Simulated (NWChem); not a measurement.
**H2S (hydrogen sulfide): levels of theory compared**

We compute a comparison of 6 runs (B3LYP/aug-cc-pVTZ, B2PLYP/aug-cc-pVTZ, CAM-B3LYP/aug-cc-pVTZ, M06-2X/aug-cc-pVTZ, r2SCAN/aug-cc-pVTZ, wB97X/aug-cc-pVTZ) of H2S (hydrogen sulfide). 

Program for the calculation: NWChem 7.3.0.

**1. The molecule**

H2S: 3 atoms, total charge 0, spin state singlet. As SMILES, `S`. The S1–H3 distance was set to 1.744 Å, away from the relaxed value.

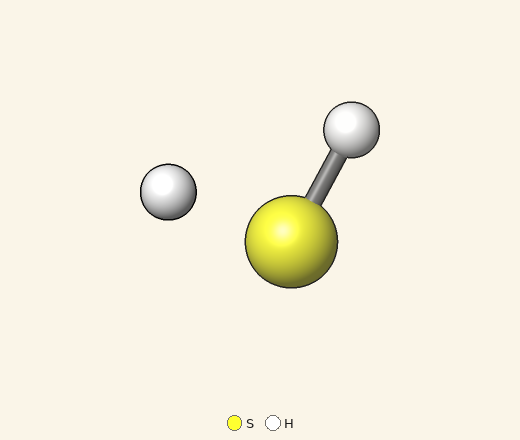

Viewed from a chosen angle; sulfur yellow, hydrogen white.

**2. The energy at B3LYP/aug-cc-pVTZ (run 1)**

Contents of work.nw:

```
start work
title "H2S B3LYP"
memory stack 880 mb heap 220 mb global 1100 mb

geometry units angstroms noautosym nocenter noautoz
  S      0.822132    -0.149665     0.438938
  H      0.424532     1.128635     0.357438
  H     -0.593400    -0.717100    -0.406300
end

basis spherical bse
  * library aug-cc-pVTZ
end

dft
  xc b3lyp
  grid fine
  convergence energy 1e-08
  iterations 100
  mulliken
  print low
end

task dft
```

Started as:

```
$ nwchem work.nw > work.out
```

Log:

```text
[...]
 d= 0,ls=0.0,diis     1   -399.3645863296 -4.11D+02  5.16D-03  2.84D-01     3.7
[...]
 d= 0,ls=0.0,diis     8   -399.3914184351 -6.36D-10  1.40D-06  7.02D-08    21.1
         Total DFT energy =     -399.391418435142
      One electron energy =     -573.635921855076
           Coulomb energy =      189.148835467254
    Exchange-Corr. energy =      -26.309269055178
 Nuclear repulsion energy =       11.404937007857
[...]
      Total Density - Mulliken Population Analysis
     ---------------------------------------------
    Atom       Charge   Shell Charges
 -----------   ------   -------------------------------------------------------
    1 S   16    16.21   2.00  1.83  0.25  1.15  0.65  0.01  5.80  0.89  2.27  1.25  0.04  0.02  0.03  0.01  0.00  0.00
    2 H    1     0.88   0.25  0.48  0.08  0.00  0.01  0.04  0.02  0.00  0.01
    3 H    1     0.91   0.18  0.46  0.21  0.00  0.00  0.02  0.02  0.00  0.01
[...]
```

Wall time 22 s (1 thread of Intel Xeon Platinum 8259CL at 2.50GHz (Skylake/Cascade Lake), shared host); peak memory 0.11 GiB.

**3. A single-point energy at B2PLYP/aug-cc-pVTZ (run 2)**

Contents of a.nw:

```
START a
TITLE "H2S"
memory stack 880 mb heap 220 mb global 1100 mb
charge 0
GEOMETRY noautosym nocenter noautoz
   S        0.822132      -0.149665       0.438938
   H        0.424532       1.128635       0.357438
   H       -0.593400      -0.717100      -0.406300
END
BASIS spherical bse
   * library aug-cc-pVTZ
END
DFT
   xc hfexch 0.53 becke88 0.47 lyp 0.73 mp2 0.27
   dftmp2 semidirect
   grid fine
   convergence energy 1e-08
   iterations 100
   mulliken
   print medium
END
MP2
   freeze core 5
END
TASK dft energy
```

Started as:

```
$ nwchem a.nw > a.out
```

Log:

```text
[...]
          Wavefunction type:  closed shell.
          No. of atoms     :     3
          No. of electrons :    18
[...]
          Charge           :     0
          Spin multiplicity:     1
[...]
          AO basis - number of functions:    96
[...]
              XC Information
              --------------
                     Hartree-Fock (Exact) Exchange  0.530
                    Becke 1988 Exchange Functional  0.470
              Lee-Yang-Parr Correlation Functional  0.730
[...]
 d= 0,ls=0.0,diis     1   -399.1494865048 -4.11D+02  3.48D-03  1.47D-01     4.7
[...]
 d= 0,ls=0.0,diis     8   -399.1723575221 -1.32D-09  3.49D-07  3.98D-09    23.3
         Total DFT energy =     -399.172357522070
      One electron energy =     -573.595191013327
           Coulomb energy =      189.118234998412
    Exchange-Corr. energy =      -26.100338515012
 Nuclear repulsion energy =       11.404937007857
[...]
      Total Density - Mulliken Population Analysis
     ---------------------------------------------
    Atom       Charge   Shell Charges
 -----------   ------   -------------------------------------------------------
    1 S   16    16.24   2.00  1.86  0.22  1.14  0.64  0.01  5.80  0.85  2.31  1.28  0.04  0.02  0.04  0.01  0.01  0.00
    2 H    1     0.86   0.24  0.47  0.08  0.00  0.01  0.04  0.01  0.00  0.01
    3 H    1     0.90   0.17  0.46  0.22  0.01  0.00  0.03  0.02  0.00  0.01
[...]
  Basis functions       =     96
[...]
```

Wall time 29 s (1 thread of Intel Xeon Platinum 8259CL at 2.50GHz (Skylake/Cascade Lake), shared host); peak memory 0.17 GiB.

Runs 3 to 5 aren't shown in full; the table further down has their settings and results.

**4. The energy at wB97X/aug-cc-pVTZ (run 6)**

Contents of geom.nw:

```
echo
start geom
title "H2S"
memory 2200 mb
charge 0

geometry noautosym nocenter noautoz
 S     0.822132   -0.149665    0.438938
 H     0.424532    1.128635    0.357438
 H    -0.593400   -0.717100   -0.406300
end

basis "ao basis" spherical bse
 * library aug-cc-pVTZ
end

dft
 xc wb97x
 grid fine
 convergence energy 1e-08
 maxiter 100
 mulliken
 noprint "final vectors analysis"
end

task dft energy
```

Started as:

```
$ nwchem geom.nw > geom.out
```

Log:

```text
[...]
          Wavefunction type:  closed shell.
          No. of atoms     :     3
          No. of electrons :    18
[...]
          Charge           :     0
          Spin multiplicity:     1
[...]
          AO basis - number of functions:    96
[...]
              XC Information
              --------------
                       wb97x  Method XC Functional
                     Hartree-Fock (Exact) Exchange  1.000
                         wb97x Exchange Functional  1.000
                      wb97x Correlation Functional  1.000
[...]
 d= 0,ls=0.0,diis     1   -399.3373115976 -4.11D+02  3.09D-03  2.32D-01    10.1
[...]
 d= 0,ls=0.0,diis     8   -399.3609865117 -1.56D-09  2.89D-07  7.59D-10    75.7
         Total DFT energy =     -399.360986511722
      One electron energy =     -573.663003784037
           Coulomb energy =      189.179748075695
    Exchange-Corr. energy =      -26.282667811238
 Nuclear repulsion energy =       11.404937007857
[...]
      Total Density - Mulliken Population Analysis
     ---------------------------------------------
    Atom       Charge   Shell Charges
 -----------   ------   -------------------------------------------------------
    1 S   16    16.32   2.00  1.84  0.23  1.14  0.65  0.02  5.80  0.87  2.33  1.31  0.03  0.02  0.05  0.02  0.00  0.00
    2 H    1     0.81   0.24  0.45  0.06 -0.00  0.01  0.03  0.01  0.00  0.01
    3 H    1     0.87   0.17  0.45  0.20  0.00  0.00  0.02  0.02  0.00  0.01
[...]
```

It took 77 s on 1 thread of Intel Xeon Platinum 8259CL at 2.50GHz (Skylake/Cascade Lake), shared host; peak memory 0.11 GiB.

**5. All runs side by side**

```tsv
run	level	frozen core orbitals	energy (Eh)	wall time
1	B3LYP/aug-cc-pVTZ	–	-399.391418	22 s
2	B2PLYP/aug-cc-pVTZ	5	-399.239202	29 s
3	CAM-B3LYP/aug-cc-pVTZ	–	-399.376417	77 s
4	M06-2X/aug-cc-pVTZ	–	-399.342978	27 s
5	r2SCAN/aug-cc-pVTZ	–	-399.337673	31 s
6	wB97X/aug-cc-pVTZ	–	-399.360987	77 s
```

**6. What came out**

| quantity | value |
| --- | --- |
| run 6: total energy | -399.36099 Eh |
| run 6: dipole moment | 1.05 D |

**Reading.** Over runs 2, 3, 4, 5, 6 the dipole moment (its size) runs from 1.00 D (B2PLYP/aug-cc-pVTZ) to 1.05 D (wB97X/aug-cc-pVTZ). A double hybrid's value is that of its SCF part. Over runs 2, 3, 4, 5 the HOMO–LUMO gap runs from 3.95 eV (r2SCAN/aug-cc-pVTZ) to 8.01 eV (CAM-B3LYP/aug-cc-pVTZ). Totals of different functionals can't be ranked against each other. All runs together took 4.4 min, the longest 77 s.
